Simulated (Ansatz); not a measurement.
Results of rVV10 (Ansatz, an electronic-structure program, plane waves, PAW) for TiAs (P6₃/mmc, No. 194).

Settings: plane-wave cutoff 520 eV, 18×18×6 k mesh (along the axes of the cell as run), Fermi–Dirac smearing 0.05 eV, no spin polarisation, scalar-relativistic PAW data made under PBE.

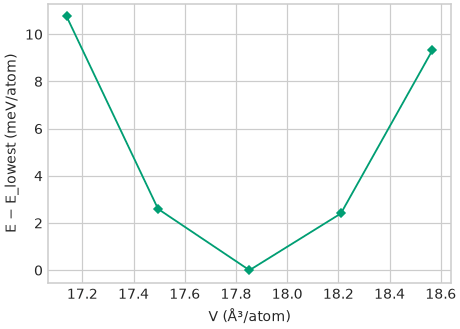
Fig. 1. Total energy against volume

From the curve, estimate the equilibrium volume and the bulk modulus.

V0 ≈ 17.9 Å³/atom and B0 ≈ 110 GPa; the fit gives V0 = 17.853 Å³/atom, B0 = 112 GPa, B′ = 4.2.

Shape and atoms are relaxed at each volume.

Note: the bulk modulus comes from volumes at which shape and atoms were relaxed.

Computed values are for the static lattice.

Cost on a shared machine: about 30 core-minutes (a rough figure).
